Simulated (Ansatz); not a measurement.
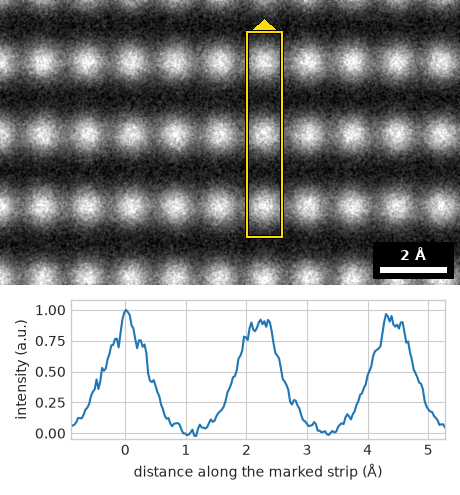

iDPC-like image of Ir (Fm-3m, No. 225) along [211]. Simulated as the projected potential of neutral atoms (B = 0.5 Å²) blurred by a 0.64 Å probe, the thin-sample limit of integrated differential phase contrast. The display is stretched by a gamma of 0.8; percentages refer to the linear signal. Shot noise was added. Model: the geometry given to an electronic-structure calculation, possibly off equilibrium.

```cif
data_structure
_symmetry_space_group_name_H-M 'P 1'
_symmetry_Int_Tables_number 1
_cell_length_a 3.8110
_cell_length_b 3.8110
_cell_length_c 3.8110
_cell_angle_alpha 90.000
_cell_angle_beta 90.000
_cell_angle_gamma 90.000
_cell_volume 55.35
loop_
_atom_site_label
_atom_site_type_symbol
_atom_site_fract_x
_atom_site_fract_y
_atom_site_fract_z
_atom_site_occupancy
Ir1 Ir 0.00000 0.00000 0.00000 1
Ir2 Ir 0.00000 0.50000 0.50000 1
Ir3 Ir 0.50000 0.00000 0.50000 1
Ir4 Ir 0.50000 0.50000 0.00000 1
```

The curve is the intensity along the marked strip, in the direction of its arrowhead, with zero distance at the first column. Brightness is counted from the darkest point of the image.

List the columns that the line crosses, with their positions.

| position (Å) | atoms per repeat along the beam | height (% of the highest) |
| --- | --- | --- |
| 0.0 | 1 Ir | 100 |
| 2.2 | 1 Ir | 100 |
| 4.4 | 1 Ir | 100 |
